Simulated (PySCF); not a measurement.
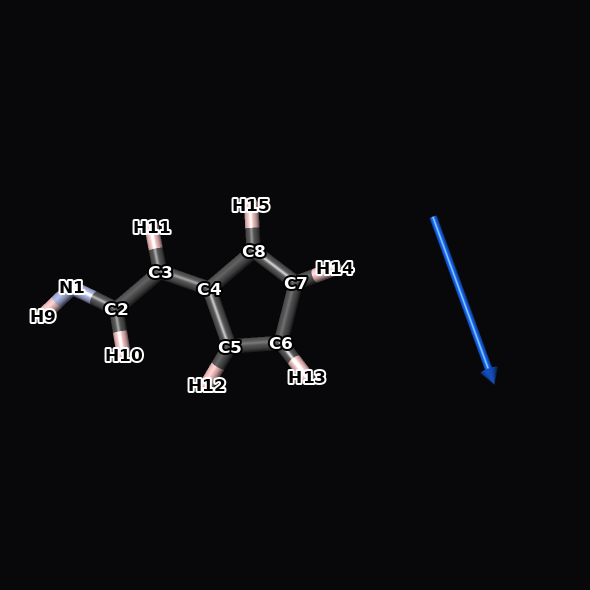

The arrow beside the molecule shows the direction of the dipole moment, from the negative to the positive end (its length means nothing). The computed structure is the end point of a GFN2-xTB optimisation. No frequency run is at hand to confirm it as a minimum. Method: CAM-B3LYP/def2-SVPD, gas phase (PySCF 2.14.0).

Estimate the dipole moment.

Answer. 1.66 D; it points from the side of H11 to the side of H13 (the outermost atoms at the two ends).
